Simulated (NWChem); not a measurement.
# One shape, several levels: CH3BrSi (SMILES C[Si]Br)

Wanted: a comparison of 6 runs (HF/STO-3G, HF/3-21G, PBE/pcseg-1, B3LYP/6-31G*, r2SCAN/6-311G**) of CH3BrSi. 

The results are computed with NWChem 7.3.0.

## 1. The system as given

CH3BrSi has 6 atoms, charge 0, and is taken as a singlet. As SMILES, `C[Si]Br`. Geometry: relaxed at PBE0-D4/def2-TZVP.

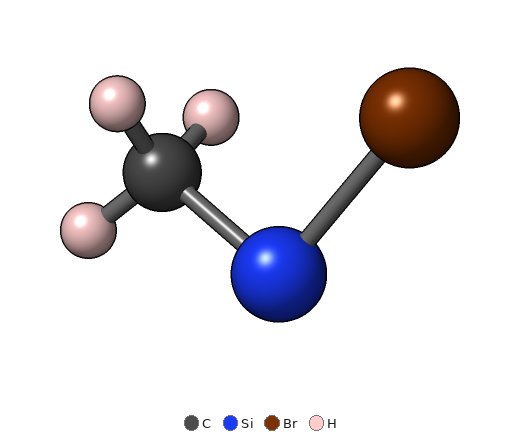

The structure, seen from a chosen angle (carbon dark grey, silicon blue, bromine brown, hydrogen pink).

## 2. Energy and gradient at HF/STO-3G (run 1)

The input, ch3brsi.xyz:

```xyz
6

C     -0.433600     0.379100    -0.206800
Si     0.012600    -0.760500     1.231000
Br     1.998300    -1.515000     0.446600
H      0.332000     1.154200    -0.325800
H     -1.402000     0.859000    -0.043400
H     -0.465200    -0.180900    -1.147800
```

The input, run.py:

```python
from ase.io import read
from ase.calculators.nwchem import NWChem

molecule = read('ch3brsi.xyz')

calc = NWChem(
    label='ch3brsi',
    theory='scf',
    memory='2200 mb',
    basis='STO-3G',
    basispar='spherical bse',
    scf={'nopen': '0', 'rhf': None, 'thresh': '1e-08', 'maxiter': '80'},
)
molecule.calc = calc

forces = molecule.get_forces()
print("Total energy (eV):", round(molecule.get_potential_energy(), 6))
print("forces (eV/A):")
for s, f in zip(molecule.symbols, forces):
    print(f"{s:2s} {f[0]:10.5f} {f[1]:10.5f} {f[2]:10.5f}")
print("dipole (e A):", molecule.get_dipole_moment().round(4))
```

Started as:

```bash
$ export ASE_NWCHEM_COMMAND="nwchem PREFIX.nwi > PREFIX.nwo"
$ python run.py
```

Standard output:

```text
Total energy (eV): -78081.257162
forces (eV/A):
C     0.36263    0.01810   -0.33507
Si    0.29912   -0.23222    0.06469
Br   -0.49005    0.26117    0.06896
H    -0.50404   -0.25079    0.00113
H     0.46290   -0.16954   -0.18923
H    -0.13056    0.37327    0.38952
dipole (e A): [-0.4964  0.2239  0.1379]
```

The calculator wrote ch3brsi.nwi:

```
title "ch3brsi"

permanent_dir ch3brsi

scratch_dir ch3brsi

start ch3brsi

geometry units angstrom nocenter noautosym noautoz
  C  -4.3359999999999999e-01 3.7909999999999999e-01 -2.0680000000000001e-01
  Si 1.2600000000000000e-02 -7.6049999999999995e-01 1.2310000000000001e+00
  Br 1.9983000000000000e+00 -1.5149999999999999e+00 4.4660000000000000e-01
  H  3.3200000000000002e-01 1.1541999999999999e+00 -3.2579999999999998e-01
  H  -1.4019999999999999e+00 8.5899999999999999e-01 -4.3400000000000001e-02
  H  -4.6520000000000000e-01 -1.8090000000000001e-01 -1.1477999999999999e+00
end

memory 2200 mb

basis spherical bse noprint
   * library STO-3G
end

scf
  nopen 0
  rhf
  thresh 1e-08
  maxiter 80
end

task scf gradient
```

ch3brsi.nwo:

```text
Northwest Computational Chemistry Package (NWChem) 7.3.0
             --------------------------------------------------------

           Job information
           ---------------

    nwchem branch   = 7.3.0
    use scalapack   = T
    input           = ch3brsi.nwi
    prefix          = ch3brsi.
    data base       = ch3brsi/ch3brsi.db
    status          = startup
    nproc           =        1

           Memory information
           ------------------

    heap     =     72089594 doubles =      550.0 Mbytes
    stack    =     72089599 doubles =      550.0 Mbytes
    global   =    144179200 doubles =     1100.0 Mbytes (distinct from heap & stack)
    total    =    288358393 doubles =     2200.0 Mbytes
    verify   = yes
    hardfail = no

[... 133 lines left out ...]
 Convergence threshold     :          1.000E-08
[... 12 lines left out ...]
       Final RHF  results
[... 3 lines left out ...]
      One-electron energy =  -4429.808485336210
[... 1 line left out ...]
 Nuclear repulsion energy =    207.722604695480
[... 43 lines left out ...]
                       ROHF Final Molecular Orbital Analysis
[... 179 lines left out ...]
                 ----------------------------------------
                 |  Time  |  1-e(secs)   |  2-e(secs)   |
                 ----------------------------------------
                 |  CPU   |       0.00   |       0.69   |
                 ----------------------------------------
                 |  WALL  |       0.00   |       0.69   |
                 ----------------------------------------

 Task  times  cpu:        2.2s     wall:        2.2s
 Total times  cpu:        2.2s     wall:        2.2s
```

It took 3.3 s on 1 thread of Intel Xeon 6975P-C (Granite Rapids), shared host; peak memory 0.094 GiB.

## 3. Energy and forces at HF/3-21G (run 2)

Edit ch3brsi.xyz of step 2 so:

```diff
@@ -1,3 +1,3 @@
 6
-
+CH3BrSi
 C     -0.433600     0.379100    -0.206800
```

The input, ch3brsi.nw:

```
start ch3brsi
title "CH3BrSi"
memory total 2200 mb

geometry noautosym nocenter noautoz
   load ch3brsi.xyz
end

basis "ao basis" spherical bse
   C library 3-21G
   Si library 3-21G
   Br library 3-21G
   H library 3-21G
end

scf
   thresh 1e-08
   maxiter 80
end

task scf gradient
```

Started as:

```bash
$ nwchem ch3brsi.nw > ch3brsi.out
```

Standard output:

```text
[...]
  functions       =    50
[...]
  wavefunction    = RHF
[...]
         Total SCF energy =  -2886.856210136342
      One-electron energy =  -4436.698517968596
      Two-electron energy =   1342.119703136774
 Nuclear repulsion energy =    207.722604695481
        Time for solution =      1.6s
[...]
                         RHF ENERGY GRADIENTS
    atom               coordinates                        gradient
                 x          y          z           x          y          z
   1 C      -0.819385   0.716395  -0.390795    0.004511  -0.011287   0.013813
   2 Si      0.023811  -1.437137   2.326253    0.027634  -0.001917  -0.024958
   3 Br      3.776239  -2.862935   0.843952   -0.032112   0.012765   0.011726
   4 H       0.627389   2.181122  -0.615673    0.004584   0.002185   0.000872
   5 H      -2.649396   1.623275  -0.082014   -0.005478   0.002287   0.001703
   6 H      -0.879101  -0.341851  -2.169027    0.000861  -0.004033  -0.003157
[...]
```

It took 3.3 s on 1 thread of Intel Xeon 6975P-C (Granite Rapids), shared host; peak memory 0.094 GiB.

Runs 3 to 4 aren't shown in full; the table further down has their settings and results.

## 4. Energy and forces at B3LYP/6-31G(d) (Cartesian functions) (run 5)

The input, ch3brsi.nw:

```
start ch3brsi
title "CH3BrSi gradient"
memory 2200 mb

geometry noautosym nocenter noautoz
   C    -0.433600    0.379100   -0.206800
   Si    0.012600   -0.760500    1.231000
   Br    1.998300   -1.515000    0.446600
   H     0.332000    1.154200   -0.325800
   H    -1.402000    0.859000   -0.043400
   H    -0.465200   -0.180900   -1.147800
end

basis cartesian
   * library 6-31G*
end

dft
   xc b3lyp
   grid xfine
   convergence energy 1e-08
   maxiter 100
   mulliken
   noprint "final vectors analysis"
end

task dft gradient
```

Started as:

```bash
$ nwchem ch3brsi.nw > ch3brsi.out
```

Standard output:

```text
[...]
          Wavefunction type:  closed shell.
          No. of atoms     :     6
          No. of electrons :    58
[...]
          Charge           :     0
          Spin multiplicity:     1
[...]
          AO basis - number of functions:    75
[...]
              XC Information
              --------------
                         B3LYP Method XC Potential
                     Hartree-Fock (Exact) Exchange  0.200
                        Slater Exchange Functional  0.800 local
                    Becke 1988 Exchange Functional  0.720 non-local
              Lee-Yang-Parr Correlation Functional  0.810
                  VWN I RPA Correlation Functional  0.190 local
[...]
 d= 0,ls=0.0,diis     1  -2903.2537163852 -3.11D+03  1.49D-02  1.53D+00     2.1
[...]
 d= 0,ls=0.0,diis    10  -2903.2973373996 -2.13D-09  4.10D-07  6.56D-10    16.3
         Total DFT energy =    -2903.297337399632
      One electron energy =    -4449.970444332810
           Coulomb energy =     1457.704330235488
    Exchange-Corr. energy =     -118.753827997791
 Nuclear repulsion energy =      207.722604695480
[...]
      Total Density - Mulliken Population Analysis
     ---------------------------------------------
    Atom       Charge   Shell Charges
 -----------   ------   -------------------------------------------------------
    1 C    6     6.71   1.99  0.67  2.13  0.69  1.21  0.02
    2 Si  14    13.56   2.00  1.99  5.96  1.33  1.34  0.62  0.28  0.03
    3 Br  35    35.28   2.00  1.99  6.00  1.93  5.99  1.62  3.84  0.38  1.46  7.02  2.95  0.12
    4 H    1     0.81   0.51  0.30
    5 H    1     0.82   0.52  0.31
    6 H    1     0.81   0.51  0.30
[...]
  wavefunction    = closed shell
                         DFT ENERGY GRADIENTS
    atom               coordinates                        gradient
                 x          y          z           x          y          z
   1 C      -0.819385   0.716395  -0.390795    0.000484  -0.001847   0.002479
   2 Si      0.023811  -1.437137   2.326253    0.005648   0.001798  -0.008714
   3 Br      3.776239  -2.862935   0.843952   -0.008105   0.003499   0.002485
   4 H       0.627389   2.181122  -0.615673   -0.000570  -0.002131   0.001047
   5 H      -2.649396   1.623275  -0.082014    0.001831  -0.001317   0.000375
   6 H      -0.879101  -0.341851  -2.169027    0.000713  -0.000001   0.002328
[...]
```

Wall time 24 s (1 thread of Intel Xeon 6975P-C (Granite Rapids), shared host); peak memory 0.13 GiB.

## 5. Energy and forces at r2SCAN/6-311G(d,p) (run 6)

The input, ch3brsi.nw:

```
start ch3brsi
memory 2200 mb

geometry units angstroms noautosym nocenter noautoz
  C    -0.433600    0.379100   -0.206800
  Si    0.012600   -0.760500    1.231000
  Br    1.998300   -1.515000    0.446600
  H     0.332000    1.154200   -0.325800
  H    -1.402000    0.859000   -0.043400
  H    -0.465200   -0.180900   -1.147800
end

basis spherical bse
  * library 6-311G**
end

dft
  xc r2scan
  grid fine
  convergence energy 1e-08
  iterations 100
  mulliken
end

task dft gradient
```

Started as:

```bash
$ nwchem ch3brsi.nw > ch3brsi.out
```

Standard output:

```text
[...]
          Wavefunction type:  closed shell.
          No. of atoms     :     6
          No. of electrons :    58
[...]
          Charge           :     0
          Spin multiplicity:     1
[...]
          AO basis - number of functions:   106
[...]
              XC Information
              --------------
                      r^2SCAN Method XC Functional
               r^2SCAN metaGGA Exchange Functional  1.000
                     r^2SCAN Correlation Potential  1.000
[...]
 d= 0,ls=0.0,diis     1  -2903.4240894467 -3.11D+03  9.11D-03  3.92D+00     2.1
[...]
 d= 0,ls=0.0,diis    11  -2903.4720136064 -2.33D-09  2.76D-07  4.83D-10    16.9
         Total DFT energy =    -2903.472013606370
      One electron energy =    -4451.155867536649
           Coulomb energy =     1458.685889461912
    Exchange-Corr. energy =     -118.724640227115
 Nuclear repulsion energy =      207.722604695480
[...]
      Total Density - Mulliken Population Analysis
     ---------------------------------------------
    Atom       Charge   Shell Charges
 -----------   ------   -------------------------------------------------------
    1 C    6     6.68   1.10  0.88  0.63  0.74  1.58  0.56  1.16  0.02
    2 Si  14    13.53   0.79  1.18  0.97  1.02  0.99  0.93  1.96  3.91  0.50  1.01  0.17  0.11
    3 Br  35    35.27   0.75  1.21  1.20  0.78  1.03  1.00  1.28  0.72  0.47  5.50  4.83  1.09  0.86  3.00  1.53  7.73  2.13  0.16
    4 H    1     0.84   0.26  0.45  0.10  0.03
    5 H    1     0.84   0.27  0.46  0.09  0.03
    6 H    1     0.84   0.26  0.45  0.10  0.03
[...]
  wavefunction    = closed shell
                         DFT ENERGY GRADIENTS
    atom               coordinates                        gradient
                 x          y          z           x          y          z
   1 C      -0.819385   0.716395  -0.390795    0.000111   0.000201  -0.000406
   2 Si      0.023811  -1.437137   2.326253    0.003420   0.000183  -0.003774
   3 Br      3.776239  -2.862935   0.843952   -0.004015   0.001554   0.001514
   4 H       0.627389   2.181122  -0.615673   -0.000402  -0.001043   0.000937
   5 H      -2.649396   1.623275  -0.082014    0.000790  -0.000674   0.000297
   6 H      -0.879101  -0.341851  -2.169027    0.000096  -0.000220   0.001432
[...]
```

Run time: 25 s. Hardware: 1 thread of Intel Xeon 6975P-C (Granite Rapids), shared host; peak memory 0.12 GiB.

## 6. All runs side by side

```tsv
run	level	iteration cap	module	energy (Eh)	dipole moment (D)	HOMO energy (eV)	LUMO energy (eV)	wall time
1	HF/STO-3G	80	scf	-2869.433299	2.70	-6.42	5.14	3.3 s
2	HF/3-21G	80	scf	-2886.856210	2.75	-9.02	0.35	3.3 s
3	PBE/pcseg-1	100	dft	-2902.666925	–	–	–	27 s
4	B3LYP/6-31G* (spherical functions)	100	dft	-2903.286214	2.16	-6.43	-2.80	23 s
5	B3LYP/6-31G* (Cartesian functions)	100	dft	-2903.297337	2.15	–	–	24 s
6	r2SCAN/6-311G**	100	dft	-2903.472014	2.02	-5.86	-3.43	25 s
```

## 7. Summary of results

| quantity | value |
| --- | --- |
| run 6: total energy | -2903.47201 Eh |
| run 6: dipole moment | 2.02 D |
| run 6: HOMO energy | -5.86 eV |
| run 6: LUMO energy | -3.43 eV |
| run 6: HOMO–LUMO gap | 2.43 eV |
| run 6: largest force on an atom | 0.262 eV/Å |

**Reading.** Over runs 1, 2, 4, 5, 6 the dipole moment (its size) runs from 2.02 D (r2SCAN/6-311G**) to 2.75 D (HF/3-21G). The two ends differ in method and basis. Over runs 1, 2, 4, 6 the HOMO–LUMO gap runs from 2.43 eV (r2SCAN/6-311G**) to 11.56 eV (HF/STO-3G). Totals of different functionals can't be ranked against each other. In run 1 the basis is minimal, so the values are rough. All runs together took 1.8 min, the longest 27 s.
